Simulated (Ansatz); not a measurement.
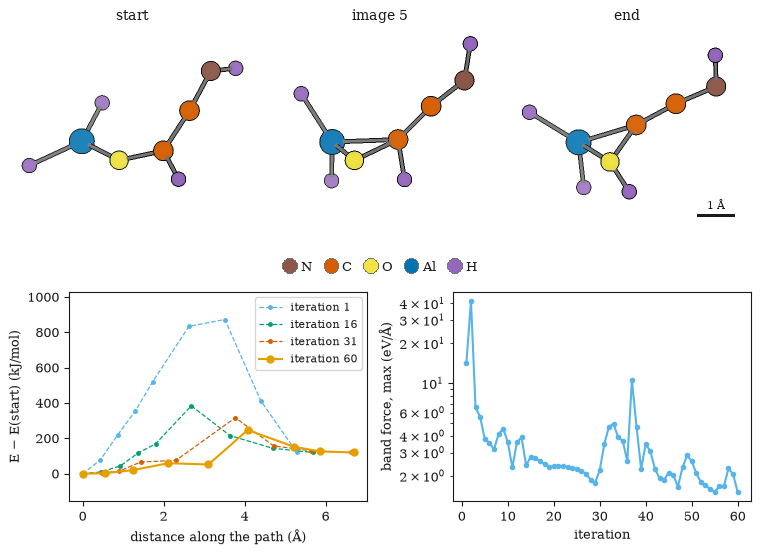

A search for the minimum-energy path of C2H4AlNO by the nudged elastic band. Images are numbered from 0 (start) to 8 (end). The plot follows the band through its iterations. The picture is a ball-and-stick view, seen from a free direction.

All numbers below come from RKS PBE0-D4/def2-SVP (Ansatz). Set-up: 7 movable images; climbing image from the first iteration; force threshold 0.05 eV/Å; iteration limit 60; optimiser FIRE; starting path through a guess of the saddle point.

Q: Did the band converge, and can the barrier be trusted?

A: The result isn't final. The band hadn't converged when the run stopped after 60 iterations. The largest component of the band force went from 14 to 1.5 eV/Å. The barrier read from it is provisional: over the last two iterations the highest image moved from 255.2 kJ/mol to 247.0 kJ/mol. The first iteration put the highest image at 872.5 kJ/mol. Forward barrier 247.0 kJ/mol, backward barrier 126.8 kJ/mol, with image 5 at the top; the reaction energy is +120.2 kJ/mol.

Cost: 10 min on 2 threads of Intel(R) Xeon(R) Platinum 8488C (Sapphire Rapids), with other jobs on the host, peak memory 0.22 GiB.
